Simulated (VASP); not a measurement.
# KF (Carobbiite): cell size against the level of theory, part 2 of 3

How close do the usual functionals, with and without dispersion, come to the cell of KF (Carobbiite)? The start is a cell from a database of measured crystal structures.

VASP 6.6.1, plane waves and PAW; the level of theory is named at each step.

So far. Step 2 (Relaxation with LDA): It ends with forces that vanish by symmetry and a pressure of -0.01 GPa. The volume lies -9.4 % from that of the database's start, which holds the thermal and zero-point expansion of its experiment. LDA is known to overbind. The conventional cell has a = 5.170 Å.

## 3. Relaxation with PBE

This step: PBE; plane waves and PAW (K_sv, F) (VASP 6.6.1).

PBE, the usual starting point, adds the gradient of the density.

Contents of INCAR:

```
SYSTEM = KF
PREC = Accurate
ENCUT = 560
EDIFF = 1E-06
NELM = 100
ISMEAR = -1
SIGMA = 0.05
LREAL = .FALSE.
ALGO = Normal
GGA = PE
NBANDS = 14
LORBIT = 11
LWAVE = .FALSE.
LCHARG = .FALSE.
KPAR = 2
IBRION = 2
NSW = 60
ISIF = 3
EDIFFG = -0.01
```

Contents of POSCAR:

```
KF
1.0
    0.0000000000      2.6718500000      2.6718500000
    2.6718500000      0.0000000000      2.6718500000
    2.6718500000      2.6718500000      0.0000000000
K F
1 1
Direct
    0.0000000000      0.0000000000      0.0000000000
    0.5000000000      0.5000000000      0.5000000000
```

Contents of KPOINTS:

```
Automatic mesh
0
Gamma
7 7 7
0 0 0
```

PAW data sets: K_sv and F (PBE family, release 64).

Command:

```console
mpirun -np 2 vasp_std
```

What it wrote:

```text
[banner, memory and clock lines left out]
running    2 mpi-ranks, on    1 nodes
 distrk:  each k-point on    1 cores,    2 groups
 distr:  one band on    1 cores,    1 groups

 POSCAR found type information on POSCAR K F
 POSCAR found :  2 types and       2 ions
 LDA part: xc-table for (Slater+PW92), standard interpolation
 POSCAR, INCAR and KPOINTS ok, starting setup
 FFT: planning ... GRIDC
 FFT: planning ... GRID_SOFT
 FFT: planning ... GRID
 WAVECAR not read
 entering main loop
       N       E                     dE             d eps       ncg     rms          rms(c)
DAV:   1     0.115245114185E+03    0.11525E+03   -0.86656E+03   560   0.118E+03
DAV:   2    -0.479401680619E+01   -0.12004E+03   -0.11152E+03   728   0.300E+02
DAV:   3    -0.941561110329E+01   -0.46216E+01   -0.45972E+01   698   0.539E+01
DAV:   4    -0.955264519502E+01   -0.13703E+00   -0.13699E+00   772   0.818E+00
DAV:   5    -0.955355178239E+01   -0.90659E-03   -0.90653E-03   686   0.825E-01    0.633E+00
DAV:   6    -0.831788839655E+01    0.12357E+01   -0.36866E+00   608   0.159E+01    0.396E+00
DAV:   7    -0.829221935446E+01    0.25669E-01   -0.97815E-02   682   0.246E+00    0.229E+00
DAV:   8    -0.828854406848E+01    0.36753E-02   -0.58068E-02   620   0.247E+00    0.228E-01
DAV:   9    -0.828998433293E+01   -0.14403E-02   -0.66416E-03   740   0.653E-01    0.128E-01
DAV:  10    -0.829043029752E+01   -0.44596E-03   -0.70525E-04   628   0.227E-01    0.620E-02
DAV:  11    -0.829059205543E+01   -0.16176E-03   -0.19323E-04   572   0.111E-01    0.225E-02
DAV:  12    -0.829057981731E+01    0.12238E-04   -0.37050E-05   686   0.511E-02    0.458E-03
DAV:  13    -0.829058058814E+01   -0.77083E-06   -0.47452E-06   596   0.191E-02
   1 F= -.82905806E+01 E0= -.82905806E+01  d E =-.829058E+01
 curvature:   0.00 expect dE= 0.000E+00 dE for cont linesearch  0.000E+00
 trial: gam= 0.00000 g(F)=  0.105E-60 g(S)=  0.822E-02 ort = 0.000E+00 (trialstep = 0.100E+01)
 search vector abs. value=  0.822E-02
 bond charge predicted
       N       E                     dE             d eps       ncg     rms          rms(c)
DAV:   1    -0.838669581190E+01   -0.96116E-01   -0.17017E+00   698   0.131E+01    0.233E+00
DAV:   2    -0.830633813135E+01    0.80358E-01   -0.30008E-01   674   0.493E+00    0.582E-01
DAV:   3    -0.829759133788E+01    0.87468E-02   -0.16193E-02   922   0.119E+00    0.434E-01
DAV:   4    -0.829635115402E+01    0.12402E-02   -0.44881E-03  1066   0.478E-01    0.342E-01
DAV:   5    -0.829657113603E+01   -0.21998E-03   -0.48279E-04   896   0.926E-02    0.598E-02
DAV:   6    -0.829659720336E+01   -0.26067E-04   -0.75486E-05  1018   0.521E-02    0.110E-02
DAV:   7    -0.829659528647E+01    0.19169E-05   -0.21474E-06   552   0.140E-02    0.152E-03
DAV:   8    -0.829659570203E+01   -0.41556E-06   -0.74143E-08   394   0.253E-03
   2 F= -.82965957E+01 E0= -.82965957E+01  d E =-.601511E-02
 trial-energy change:   -0.006015  1 .order   -0.005961   -0.008215   -0.003706
 step:   1.7303(harm=  1.8220)  dis= 0.00000  next Energy=    -8.297970 (dE=-0.739E-02)
 bond charge predicted
       N       E                     dE             d eps       ncg     rms          rms(c)
DAV:   1    -0.834590793115E+01   -0.49313E-01   -0.89942E-01   698   0.952E+00    0.169E+00
DAV:   2    -0.830331701594E+01    0.42591E-01   -0.16144E-01   674   0.359E+00    0.427E-01
DAV:   3    -0.829866152812E+01    0.46555E-02   -0.86678E-03   914   0.870E-01    0.306E-01
DAV:   4    -0.829798257529E+01    0.67895E-03   -0.24582E-03  1066   0.354E-01    0.243E-01
DAV:   5    -0.829809169086E+01   -0.10912E-03   -0.24918E-04   896   0.687E-02    0.401E-02
DAV:   6    -0.829810255469E+01   -0.10864E-04   -0.40400E-05  1032   0.394E-02    0.791E-03
DAV:   7    -0.829810083043E+01    0.17243E-05   -0.12176E-06   506   0.105E-02    0.118E-03
DAV:   8    -0.829810117851E+01   -0.34808E-06   -0.62139E-08   352   0.236E-03
   3 F= -.82981012E+01 E0= -.82981012E+01  d E =-.752059E-02
 curvature:  -0.90 expect dE=-0.246E-04 dE for cont linesearch -0.246E-04
 trial: gam=-0.05436 g(F)=  0.102E-59 g(S)=  0.273E-04 ort = 0.474E-03 (trialstep = 0.115E+01)
 search vector abs. value=  0.911E-07
 reached required accuracy - stopping structural energy minimisation
```

Wall time 17 s (2 MPI ranks of AMD EPYC 7R43, shared host); peak memory 0.29 GiB; 32 s of CPU time.

OUTCAR, selected parts (step 3):

```text
The static configuration has the point symmetry O_h .

 Found     20 irreducible k-points:

   NELECT =      16.0000    total number of electrons

 E-fermi :  -1.7176

 k-point     1 :       0.0000    0.0000    0.0000
  band No.  band energies     occupation
    ...
      4     -12.4478      2.00000
      5     -12.4478      2.00000
      6      -2.9124      2.00000
      7      -2.9124      2.00000
      8      -2.9124      2.00000
      9       3.0392      0.00000
     10       7.6484      0.00000
     11       7.6484      0.00000
     12       7.6484      0.00000
     13       9.2654      0.00000
    ...

 k-point     2 :       0.1429    0.0000    0.0000
  band No.  band energies     occupation
    ...
      4     -12.4544      2.00000
      5     -12.4544      2.00000
      6      -3.0800      2.00000
      7      -2.9734      2.00000
      8      -2.9734      2.00000
      9       3.5774      0.00000
     10       7.3442      0.00000
     11       7.9069      0.00000
     12       7.9069      0.00000
     13       9.4378      0.00000
    ...

  Total        0.0194376      0.0194376      0.0194376      0.0000000      0.0000000      0.0000000
  in kB        0.7828746      0.7828746      0.7828746      0.0000000      0.0000000      0.0000000
  external PRESSURE =       0.7828746 kB  Pullay stress =       0.0000000 kB

  energy-cutoff  :      560.00
  volume of cell :       39.78
      direct lattice vectors                 reciprocal lattice vectors
     0.000000000  2.709423808  2.709423808    -0.184541082  0.184541082  0.184541082
     2.709423808  0.000000000  2.709423808     0.184541082 -0.184541082  0.184541082
     2.709423808  2.709423808 -0.000000000     0.184541082  0.184541082 -0.184541082

 POSITION                                       TOTAL-FORCE (eV/Angst)
 -----------------------------------------------------------------------------------
      0.00000      0.00000      0.00000         0.000000      0.000000     -0.000000
      2.70942      2.70942      2.70942        -0.000000     -0.000000      0.000000
 -----------------------------------------------------------------------------------
    total drift:                                0.000000      0.000000      0.000000

  FREE ENERGIE OF THE ION-ELECTRON SYSTEM (eV)
  ---------------------------------------------------
  free  energy   TOTEN  =        -8.2981011785 eV

  energy  without entropy=       -8.2981011785  energy(sigma->0) =       -8.29810118

 total charge
# of ion       s       p       d       tot
------------------------------------------
    1        1.957   5.590   0.030   7.577
    2        1.728   4.347   0.000   6.075
--------------------------------------------------
tot          3.685   9.938   0.030  13.652

[... 8 parts as in an earlier step ...]

[... 5 further parts left out ...]
```

CONTCAR:

```
KF
   1.00000000000000
     0.0000000000000000    2.7094238083853779    2.7094238083853779
     2.7094238083853779    0.0000000000000000    2.7094238083853779
     2.7094238083853779    2.7094238083853779   -0.0000000000000000
  K               F
     1     1
Direct
     0.0000000000000000    0.0000000000000000    0.0000000000000000
     0.5000000000000000    0.5000000000000000    0.5000000000000000
```

Step by step:

| step | energy less that of the first step (eV) | largest force (eV/Å) | pressure (GPa) | volume (Å³) |
| --- | --- | --- | --- | --- |
| 1 | 0.0000 | 0.0000 | 1.42 | 38.15 |
| 2 | -0.0060 | 0.0000 | 0.62 | 39.09 |
| 3 | -0.0075 | 0.0000 | 0.08 | 39.78 |

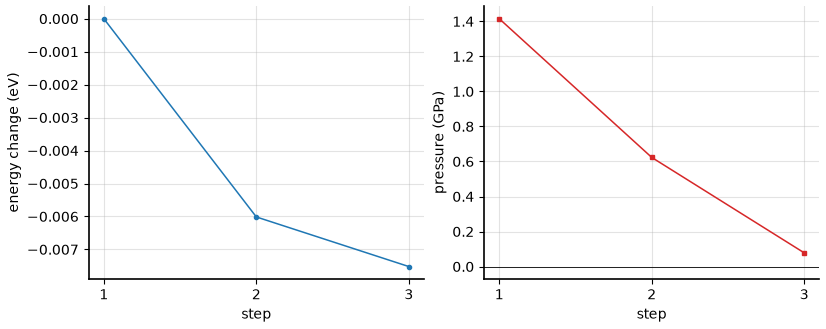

Energy and pressure along the relaxation.

```csv
"conventional cell, symmetrised",before,after,change
a (Å),5.344,5.419,+1.4 %
b (Å),5.344,5.419,+1.4 %
c (Å),5.344,5.419,+1.4 %
volume (Å³/atom),19.07,19.89,+4.3 %
```

Final coordinates:

```xyz
2
Lattice="0.0000 2.7094 2.7094 2.7094 0.0000 2.7094 2.7094 2.7094 0.0000" Properties=species:S:1:pos:R:3 pbc="T T T"
K     0.0000    0.0000    0.0000
F     2.7094    2.7094    2.7094
```

This step gave:

```
free energy (TOTEN)             : -8.298 eV
Fermi energy                    : -1.718 eV
pressure                        : 0.07829 GPa
SCF cycles over all ionic steps : 29
gap on the k-mesh               : 5.952 eV
least direct gap on the k-mesh  : 5.952 eV
```

It ends at 19.89 Å³/atom, +4.3 % from the start, with 0.08 GPa left. The conventional cell has a = 5.419 Å.

## 4. Relaxation with r2SCAN

This step: r2SCAN; plane waves and PAW (K_sv, F) (VASP 6.6.1).

r2SCAN adds the kinetic-energy density, costs more than a GGA and is run with LASPH.

Edit INCAR of step 3 so:

```diff
@@ -9,3 +9,4 @@
 ALGO = Normal
-GGA = PE
+METAGGA = R2SCAN
+LASPH = .TRUE.
 NBANDS = 14
```

POSCAR is that of step 3.

KPOINTS is that of step 3.

Command:

```console
mpirun -np 2 vasp_std
```

What it wrote:

```text
[banner, memory and clock lines left out]
running    2 mpi-ranks, on    1 nodes
[...]
[... a notice as in an earlier step ...]

 LDA part: xc-table for (None), standard interpolation
 POSCAR, INCAR and KPOINTS ok, starting setup
[...]
entering main loop
       N       E                     dE             d eps       ncg     rms          rms(c)
DAV:   1     0.106138429235E+03    0.10614E+03   -0.88116E+03   560   0.120E+03
DAV:   2    -0.160730037275E+02   -0.12221E+03   -0.11307E+03   748   0.314E+02
DAV:   3    -0.207242740700E+02   -0.46513E+01   -0.46219E+01   706   0.550E+01
DAV:   4    -0.208801740963E+02   -0.15590E+00   -0.15583E+00   780   0.890E+00
[...]
DAV:  12    -0.149739609730E+02    0.35640E-04   -0.15112E-04   650   0.998E-02    0.767E-03
DAV:  13    -0.149739591048E+02    0.18682E-05   -0.54876E-06   732   0.191E-02    0.875E-04
DAV:  14    -0.149739589912E+02    0.11365E-06   -0.87801E-08   364   0.292E-03
   1 F= -.14973959E+02 E0= -.14973959E+02  d E =-.149740E+02
[...]
DAV:   7    -0.149746721154E+02   -0.15656E-05   -0.65917E-07   490   0.708E-03    0.460E-04
DAV:   8    -0.149746722040E+02   -0.88519E-07   -0.15790E-07   292   0.272E-03
   2 F= -.14974672E+02 E0= -.14974672E+02  d E =-.713213E-03
 trial-energy change:   -0.000713  1 .order   -0.000693   -0.000958   -0.000428
 step:   1.5936(harm=  1.8094)  dis= 0.00000  next Energy=   -14.974804 (dE=-0.845E-03)
[...]
N       E                     dE             d eps       ncg     rms          rms(c)
DAV:   1    -0.149783287426E+02   -0.36566E-02   -0.72390E-02   560   0.286E+00    0.444E-01
DAV:   2    -0.149752190975E+02    0.31096E-02   -0.10403E-02   686   0.942E-01    0.116E-01
DAV:   3    -0.149748662659E+02    0.35283E-03   -0.48070E-04   866   0.222E-01    0.530E-02
DAV:   4    -0.149748079076E+02    0.58358E-04   -0.20397E-04   934   0.123E-01    0.342E-02
DAV:   5    -0.149748254934E+02   -0.17586E-04   -0.15134E-05   900   0.248E-02    0.471E-03
DAV:   6    -0.149748270410E+02   -0.15475E-05   -0.18597E-06   606   0.127E-02    0.192E-03
DAV:   7    -0.149748278963E+02   -0.85530E-06   -0.23798E-07   346   0.430E-03
   3 F= -.14974828E+02 E0= -.14974828E+02  d E =-.868905E-03
[...]
reached required accuracy - stopping structural energy minimisation
```

Wall time 82 s (2 MPI ranks); peak memory 0.3 GiB.

From OUTCAR (step 4):

```text
  Total       -0.0110576     -0.0110576     -0.0110576      0.0000000     -0.0000000      0.0000000
  in kB       -0.4706307     -0.4706307     -0.4706307      0.0000000     -0.0000000      0.0000000
  external PRESSURE =      -0.4706307 kB  Pullay stress =       0.0000000 kB

 POSITION                                       TOTAL-FORCE (eV/Angst)
 -----------------------------------------------------------------------------------
      0.00000      0.00000      0.00000         0.000000      0.000000      0.000000
      2.66003      2.66003      2.66003        -0.000000     -0.000000     -0.000000
 -----------------------------------------------------------------------------------
    total drift:                                0.000000      0.000000      0.000000

  FREE ENERGIE OF THE ION-ELECTRON SYSTEM (eV)
  ---------------------------------------------------
  free  energy   TOTEN  =       -14.9748278963 eV

  energy  without entropy=      -14.9748278962  energy(sigma->0) =      -14.97482790

[... 2 parts as in an earlier step ...]

[... 2 further parts left out ...]
[key lines of the parts left out:]
E-fermi :  -2.2046
```

The PAW data sets were made with PBE, which is usual practice but a small mismatch for other functionals.

Relaxation path:

| step | energy less that of the first step (eV) | largest force (eV/Å) | pressure (GPa) | volume (Å³) |
| --- | --- | --- | --- | --- |
| 1 | 0.0000 | 0.0000 | -0.48 | 38.15 |
| 2 | -0.0007 | 0.0000 | -0.22 | 37.83 |
| 3 | -0.0009 | 0.0000 | -0.05 | 37.64 |

```csv
"conventional cell, symmetrised",before,after,change
a (Å),5.344,5.320,-0.4 %
b (Å),5.344,5.320,-0.4 %
c (Å),5.344,5.320,-0.4 %
volume (Å³/atom),19.07,18.82,-1.3 %
```

The relaxed structure:

```cif
data_structure
_symmetry_space_group_name_H-M 'P 1'
_symmetry_Int_Tables_number 1
_cell_length_a 3.7619
_cell_length_b 3.7619
_cell_length_c 3.7619
_cell_angle_alpha 60.000
_cell_angle_beta 60.000
_cell_angle_gamma 60.000
_cell_volume 37.64
loop_
_atom_site_label
_atom_site_type_symbol
_atom_site_fract_x
_atom_site_fract_y
_atom_site_fract_z
_atom_site_occupancy
K1 K 0.00000 0.00000 0.00000 1
F2 F 0.50000 0.50000 0.50000 1
```

It ends at 18.82 Å³/atom, -1.3 % from the start, with -0.05 GPa left. The conventional cell has a = 5.320 Å.

## 5. Relaxation with PBE + D3(BJ)

This step: PBE with D3(BJ); plane waves and PAW (K_sv, F) (VASP 6.6.1).

A dispersion term adds the long-range attraction that semilocal functionals lack. D3 with Becke-Johnson damping keeps a finite attraction at short range.

Edit INCAR of step 4 so:

```diff
@@ -9,4 +9,4 @@
 ALGO = Normal
-METAGGA = R2SCAN
-LASPH = .TRUE.
+GGA = PE
+IVDW = 12
 NBANDS = 14
```

POSCAR is that of step 4.

KPOINTS is that of step 4.

Command:

```console
mpirun -np 2 vasp_std
```

What it wrote:

```text
[... set-up lines as in an earlier step ...]
 entering main loop
       N       E                     dE             d eps       ncg     rms          rms(c)
[... 13 cycles as in an earlier step ...]
   1 F= -.86070305E+01 E0= -.86070305E+01  d E =-.860703E+01
[...]
N       E                     dE             d eps       ncg     rms          rms(c)
DAV:   1    -0.829145044837E+01   -0.87063E-03   -0.67272E-03   698   0.826E-01    0.144E-01
DAV:   2    -0.829113609218E+01    0.31436E-03   -0.11763E-03   662   0.309E-01    0.375E-02
DAV:   3    -0.829110281268E+01    0.33280E-04   -0.64315E-05   942   0.762E-02    0.245E-02
DAV:   4    -0.829109727266E+01    0.55400E-05   -0.18124E-05  1060   0.306E-02    0.199E-02
DAV:   5    -0.829109634980E+01    0.92286E-06   -0.19060E-06   894   0.644E-03
   2 F= -.86070660E+01 E0= -.86070660E+01  d E =-.355454E-04
[...]
trial-energy change:   -0.000036  1 .order   -0.000030   -0.000032   -0.000028
 step:   4.0000(harm=  7.9716)  dis= 0.00000  next Energy=    -8.607158 (dE=-0.127E-03)
 reached required accuracy - stopping structural energy minimisation
```

Wall time 11 s (2 MPI ranks); peak memory 0.3 GiB.

From OUTCAR (step 5):

```text
 Edisp (eV)   -0.31645

 Edisp (eV)   -0.31597

  Total       0.01838     0.01838     0.01838     0.00000    -0.00000    -0.00000
  in kB       0.77087     0.77087     0.77087     0.00000    -0.00000    -0.00000
  external pressure =        0.77 kB  Pullay stress =        0.00 kB

 POSITION                                       TOTAL-FORCE (eV/Angst)
 -----------------------------------------------------------------------------------
      5.34641      2.67320      2.67320         0.000000      0.000000      0.000000
      2.67320      2.67320      2.67320        -0.000000     -0.000000     -0.000000
 -----------------------------------------------------------------------------------
    total drift:                                0.000000      0.000000      0.000000

  FREE ENERGIE OF THE ION-ELECTRON SYSTEM (eV)
  ---------------------------------------------------
  free  energy   TOTEN  =        -8.6070659986 eV

  energy  without entropy=       -8.6070659985  energy(sigma->0) =       -8.60706600

[... 2 parts as in an earlier step ...]

[... 2 further parts left out ...]
[key lines of the parts left out:]
E-fermi :  -1.6680
```

Little changed from the start: no atom moved by 0.005 Å and no cell edge by 0.1 %.

It ends at 19.10 Å³/atom, +0.2 % from the start, with 0.08 GPa left. The conventional cell has a = 5.346 Å. Against plain PBE, the dispersion term moves a by -1.3 %.

## 6. Relaxation with r2SCAN + rVV10

This step: r2SCAN with rVV10; plane waves and PAW (K_sv, F) (VASP 6.6.1).

LUSE_VDW switches on a nonlocal correlation term for dispersion.

Edit INCAR of step 5 so:

```diff
@@ -9,4 +9,8 @@
 ALGO = Normal
-GGA = PE
-IVDW = 12
+METAGGA = R2SCAN
+LUSE_VDW = .TRUE.
+IVDW_NL = 2
+BPARAM = 11.95
+CPARAM = 0.0093
+LASPH = .TRUE.
 NBANDS = 14
```

POSCAR is that of step 5.

KPOINTS is that of step 5.

Command:

```console
mpirun -np 2 vasp_std
```

What it wrote:

```text
[banner, memory and clock lines left out]
running    2 mpi-ranks, on    1 nodes
[...]
|                                                                             |
|               ----> ADVICE to this user running VASP <----                  |
|                                                                             |
|     You have switched on vdW-DFT.                                           |
|     This routine was written and supplied by Jiri Klimes. We recommend      |
|     that you carefully read and cite the following publications:            |
|       J. Klimes, D.R. Bowler, A. Michelides                                 |
|          J. Phys.: Cond Matt. 22 022201 (2010)                              |
|       J. Klimes, D.R. Bowler, A. Michelides                                 |
|          Phys. Rev. B. 83, 195131 (2011)                                    |
|     and references therein.                                                 |
|                                                                             |

[...]
DAV:   4    -0.144423230469E+02    0.39579E-03   -0.13555E-03   940   0.317E-01    0.860E-02
Total rVV10 correction in eV:      0.5302853    16.0010653
Total rVV10 correction in eV:      0.5302853    16.0010653
DAV:   5    -0.144423977187E+02   -0.74672E-04   -0.98302E-05   900   0.654E-02    0.124E-02
Total rVV10 correction in eV:      0.5302889    16.0010653
Total rVV10 correction in eV:      0.5302889    16.0010653
DAV:   6    -0.144424008397E+02   -0.31210E-05   -0.13929E-05   734   0.354E-02    0.553E-03
Total rVV10 correction in eV:      0.5302697    16.0010653
Total rVV10 correction in eV:      0.5302697    16.0010653
DAV:   7    -0.144424034309E+02   -0.25912E-05   -0.17704E-06   694   0.104E-02    0.997E-04
Total rVV10 correction in eV:      0.5302676    16.0010653
Total rVV10 correction in eV:      0.5302676    16.0010653
DAV:   8    -0.144424036136E+02   -0.18270E-06   -0.10981E-07   298   0.271E-03
Total rVV10 correction in eV:      0.5302673    16.0010653
Total rVV10 correction in eV:      0.5302673    16.0010653
Total rVV10 correction in eV:      0.5302666    16.0010653
Total rVV10 correction in eV:      0.5302666    16.0010653
   3 F= -.14442404E+02 E0= -.14442404E+02  d E =-.532620E-02
[...]
reached required accuracy - stopping structural energy minimisation
```

Wall time 2.7 min (2 MPI ranks); peak memory 0.51 GiB.

OUTCAR, selected parts (step 6):

```text
  Total       -0.0143290     -0.0143290     -0.0143290     -0.0000000      0.0000000      0.0000000
  in kB       -0.6225170     -0.6225170     -0.6225170     -0.0000000      0.0000000      0.0000000
  external PRESSURE =      -0.6225170 kB  Pullay stress =       0.0000000 kB

 POSITION                                       TOTAL-FORCE (eV/Angst)
 -----------------------------------------------------------------------------------
      0.00000      0.00000      0.00000         0.000000      0.000000      0.000000
      2.64189      2.64189      2.64189        -0.000000     -0.000000     -0.000000
 -----------------------------------------------------------------------------------
    total drift:                                0.000000      0.000000      0.000000

  FREE ENERGIE OF THE ION-ELECTRON SYSTEM (eV)
  ---------------------------------------------------
  free  energy   TOTEN  =       -14.4424036136 eV

  energy  without entropy=      -14.4424036136  energy(sigma->0) =      -14.44240361

[... 2 parts as in an earlier step ...]

[... 2 further parts left out ...]
[key lines of the parts left out:]
E-fermi :  -2.0287
```

It ends at 18.44 Å³/atom, -3.3 % from the start, with -0.06 GPa left. The conventional cell has a = 5.284 Å. Against plain r2SCAN, the dispersion term moves a by -0.7 %.

[end of part 2 of 3]

[Lines on the potential files, build, host, timing and source positions are cut from VASP's logs without a mark.]

[Logs are printed without paths, hosts, clocks, repeated set-up lines and the standing remarks that a program may print on its own settings, such as how far it seeks lower states.]

[Hosts, paths, dates, database ids (printed as entryN), source tags and the programs' standing remarks are cut or masked in the printed files.]

[Measured values are set beside computed ones only where the two were judged alike; some that the calculation misses by far are left out.]
